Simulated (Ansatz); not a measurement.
**BrH3OSn (SMILES [OH][SnH2][Br]): energies and forces away from the minimum**

Aim: displace all atoms at random from the minimum and see how well density functionals give the CCSD(T) energy and forces there.

Computed with Ansatz 0.2.0, Gaussian basis. Level: single points with forces in def2-TZVPP.

Levels: PBE-D4, r2SCAN-D4, PBE0-D4, wB97M-V, Hartree-Fock, MP2, CCSD, CCSD(T). Each coordinate is moved by a Gaussian draw of the width named (0.7 of it for atoms other than hydrogen): 0.04, 0.04 Å.

Correlated methods freeze the cores. Filled d shells of the heavier atoms are correlated. Core potentials replace the inner electrons past krypton, and spin-orbit coupling is left out.

9 further runs of the same task are left out: 9 set aside as unsound or not needed.

## (1) The system as given

The minimum, relaxed at PBE0-D4: SMILES `[OH][SnH2][Br]`, 6 atoms, charge 0, spin multiplicity 1.

Atoms are counted from 1 here; the program's logs count them from 0.

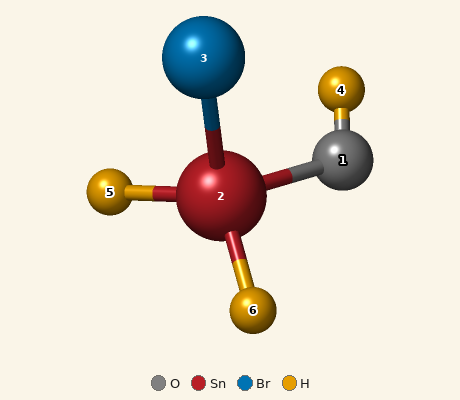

As it starts; oxygen grey, tin red, bromine blue, hydrogen amber; atoms are numbered from 1 in the order of the file.

As a file:

```xyz
6
BrH3OSn
O    -1.4835   -0.3486   -0.3014
Sn    0.2649    0.3775    0.1794
Br    1.7732   -1.5513    0.5718
H    -1.4483   -0.9950   -1.0108
H     0.9266    1.2521   -1.1224
H     0.0092    1.2012    1.6371
```

Energies of the minimum (eV), from earlier single points: PBE-D4 -77963.35880, r2SCAN-D4 -77976.98451, PBE0-D4 -77966.06911, B3LYP-D4 -77979.18528, wB97M-V -77970.14647, CCSD(T) -77915.74893.

## (2) Structure 1, width 0.04 Å

Contents of ccsdt-tzvpp/in.yaml:

```yaml
crystal:
  periodic: [false, false, false]
  atoms:
    - {symbol: O, position_ang: [-1.477141, -0.313890, -0.300172]}
    - {symbol: Sn, position_ang: [0.236822, 0.375520, 0.163794]}
    - {symbol: Br, position_ang: [1.827503, -1.532118, 0.554509]}
    - {symbol: H, position_ang: [-1.491431, -1.011071, -0.972079]}
    - {symbol: H, position_ang: [0.916785, 1.258495, -1.083823]}
    - {symbol: H, position_ang: [0.025172, 1.195820, 1.617967]}
basis:
  gaussian: {orbitals: def2-TZVPP}
correlation: {method: ccsd_t}
output: {forces: true}
```

The command line of these runs was not kept.

The log of the run, shortened:

```text
Functional definition: HF
  name "HF"
  cite "Fock, Z. Phys. 61, 126 (1930) doi:10.1007/BF01340294"
  parent pbe
[...]
1225 factors; integrals over basis functions are off by at most 1.1e-3 eV
[...]
mean field -77891.72699555 eV, -2862.4681701776 hartree, gradient 4.1e-6 eV, S^2 0.000000; 0 other end points of the search recorded, 0 dependent functions left out
14 core orbitals not correlated: weight in the atoms' cores, before any rotation towards them, 1.000 or more for the frozen orbitals, at most 0.000 for the correlated occupied ones
reference -77891.72699555 eV, -2862.4681701776 hartree; 20, 20 occupied and 137, 137 virtual orbitals, 1225 factors
second order -22.99193743 eV of doubles, -0.00000000 eV of singles
cycle   1  -22.61227745 eV  change    3.8e-1 eV  update   1.0e-1
[...]
cycle  11  -23.23334690 eV  change    4.8e-6 eV  update   3.2e-6
perturbative correction -0.74380505 eV, -0.0273343312 hartree
[...]
working
working
Total energy: -77915.70414750 eV, -2863.3493142594 hartree
Atom 0 at    -1.477141    -0.313890    -0.300172 Å, force    -1.054715    -0.781839    -0.553616 eV/Å
Atom 1 at     0.236822     0.375520     0.163794 Å, force     1.282821     0.013432     0.536755 eV/Å
Atom 2 at     1.827503    -1.532118     0.554509 Å, force    -0.325131     0.288963    -0.071845 eV/Å
Atom 3 at    -1.491431    -1.011071    -0.972079 Å, force     0.068751     0.356087     0.314796 eV/Å
Atom 4 at     0.916785     1.258495    -1.083823 Å, force     0.079721     0.136890    -0.256222 eV/Å
Atom 5 at     0.025172     1.195820     1.617967 Å, force    -0.051447    -0.013533     0.030134 eV/Å
Dipole moment:    -0.071336     0.287596    -0.209089 e Å
```

It took 3 min on 4 threads, shared host; peak memory 3.3 GiB.

The other levels were run on the same coordinates; their logs were not kept, and their results stand in the tables.

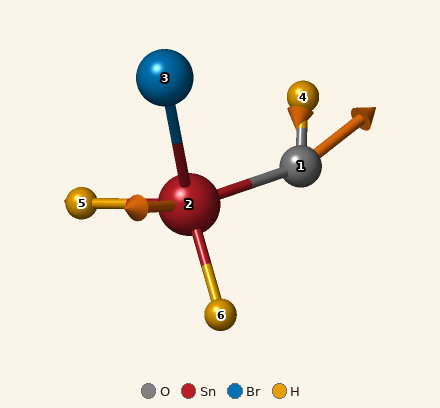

Forces at CCSD(T); the longest arrow is 1.42 eV/Å.

```tsv
method	RMS force component (eV/Å)	RMS error against CCSD(T) (eV/Å)	angle to CCSD(T) forces (°)	dipole (D)
PBE-D4	0.579	0.243	24.6	1.67
r2SCAN-D4	0.506	0.077	8.8	1.76
PBE0-D4	0.501	0.074	8.5	1.75
wB97M-V	0.508	0.037	4.1	1.79
CCSD(T)	0.499	reference	reference	1.74
```

## (3) Structure 2, width 0.04 Å

Contents of ccsdt-tzvpp/in.yaml:

```yaml
crystal:
  periodic: [false, false, false]
  atoms:
    - {symbol: O, position_ang: [-1.536215, -0.298084, -0.312737]}
    - {symbol: Sn, position_ang: [0.261971, 0.447516, 0.180784]}
    - {symbol: Br, position_ang: [1.758809, -1.523289, 0.547460]}
    - {symbol: H, position_ang: [-1.445099, -0.984317, -1.068696]}
    - {symbol: H, position_ang: [0.976114, 1.311949, -1.112259]}
    - {symbol: H, position_ang: [0.002917, 1.158456, 1.563520]}
basis:
  gaussian: {orbitals: def2-TZVPP}
correlation: {method: ccsd_t}
output: {forces: true}
```

The log of the run, shortened:

```text
[... 4 set-up lines as earlier in the session ...]
[...]
1228 factors; integrals over basis functions are off by at most 9.3e-4 eV
[...]
mean field -77891.38953094 eV, -2862.4557685820 hartree, gradient 4.5e-6 eV, S^2 0.000000; 0 other end points of the search recorded, 0 dependent functions left out
14 core orbitals not correlated: weight in the atoms' cores, before any rotation towards them, 1.000 or more for the frozen orbitals, at most 0.000 for the correlated occupied ones
reference -77891.38953094 eV, -2862.4557685820 hartree; 20, 20 occupied and 137, 137 virtual orbitals, 1228 factors
second order -23.15592834 eV of doubles, -0.00000000 eV of singles
cycle   1  -22.70962339 eV  change    4.5e-1 eV  update   1.1e-1
[...]
cycle  11  -23.36024636 eV  change    9.2e-6 eV  update   4.2e-6
perturbative correction -0.76713299 eV, -0.0281916175 hartree
[...]
working
working
Total energy: -77915.51691030 eV, -2863.3424334193 hartree
Atom 0 at    -1.536215    -0.298084    -0.312737 Å, force     1.104550    -1.355157    -1.733125 eV/Å
Atom 1 at     0.261971     0.447516     0.180784 Å, force    -0.218855    -1.521991    -2.149154 eV/Å
Atom 2 at     1.758809    -1.523289     0.547460 Å, force    -0.187368     0.260044    -0.045863 eV/Å
Atom 3 at    -1.445099    -0.984317    -1.068696 Å, force    -0.187079     1.791091     1.947390 eV/Å
Atom 4 at     0.976114     1.311949    -1.112259 Å, force    -0.197448    -0.138472     0.237315 eV/Å
Atom 5 at     0.002917     1.158456     1.563520 Å, force    -0.313800     0.964483     1.743438 eV/Å
Dipole moment:     0.057740     0.375486    -0.157225 e Å
```

It took 3 min on 4 threads, shared host; peak memory 3.3 GiB.

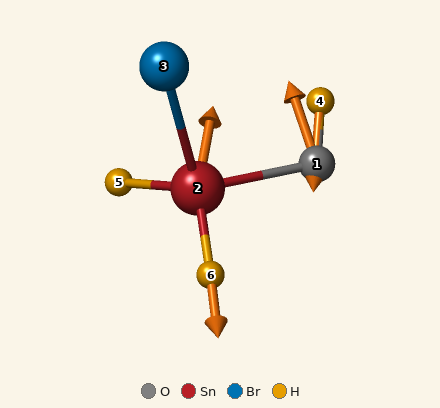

Forces at CCSD(T); the longest arrow is 2.65 eV/Å.

```tsv
method	RMS force component (eV/Å)	RMS error against CCSD(T) (eV/Å)	angle to CCSD(T) forces (°)	dipole (D)
PBE-D4	1.064	0.250	11.8	1.82
r2SCAN-D4	1.149	0.081	3.9	1.94
PBE0-D4	1.212	0.080	3.0	1.97
wB97M-V	1.184	0.047	2.1	2.02
CCSD(T)	1.163	reference	reference	1.97
```

## (4) All structures together

Energy above the minimum (kJ/mol):

```tsv
structure	width (Å)	PBE-D4	r2SCAN-D4	PBE0-D4	wB97M-V	Hartree-Fock	MP2	CCSD	CCSD(T)
1	0.04	6.8	5.1	4.7	4.5	2.2	3.9	3.7	4.3
2	0.04	18.7	22.1	24.4	23.0	34.8	20.6	24.1	22.4
```

Miss and cost, level by level (times from a shared host):

```tsv
method	mean energy error from CCSD(T) (kJ/mol)	mean time a point
PBE-D4	3.1	0.85 s
r2SCAN-D4	0.5	1.5 s
PBE0-D4	1.2	1.4 s
wB97M-V	0.4	3.2 s
Hartree-Fock	7.2	part of the CCSD(T) run
MP2	1.1	part of the CCSD(T) run
CCSD	1.1	part of the CCSD(T) run
CCSD(T)	0	3 min
```

The best functional, wB97M-V, misses by 0.4 kJ/mol and takes 3.2 s a point, against 3 min for CCSD(T).

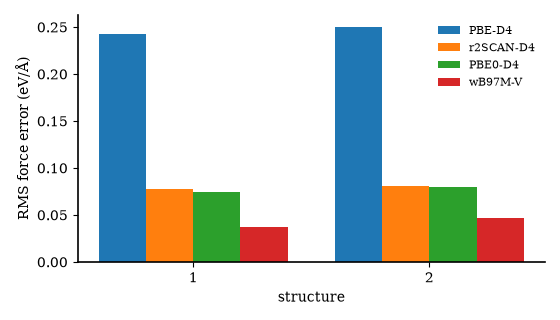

Force errors against CCSD(T).

## (5) Summary of results

| quantity | value |
| --- | --- |
| energy above the minimum, CCSD(T) | 4.3, 22.4 kJ/mol |
| mean energy error | PBE-D4 3.1, r2SCAN-D4 0.5, PBE0-D4 1.2, wB97M-V 0.4, Hartree-Fock 7.2, MP2 1.1, CCSD 1.1 kJ/mol |
| mean RMS force error | PBE-D4 0.247, r2SCAN-D4 0.079, PBE0-D4 0.077, wB97M-V 0.042 eV/Å |
| largest T1 diagnostic | 0.012 |

**Reading.** wB97M-V gives the best energies and Hartree-Fock the worst. For forces wB97M-V is best, off by 5 % of the typical force, and PBE-D4 worst (30 %); with few structures and a triple-zeta reference, gaps of a few points rank nothing.
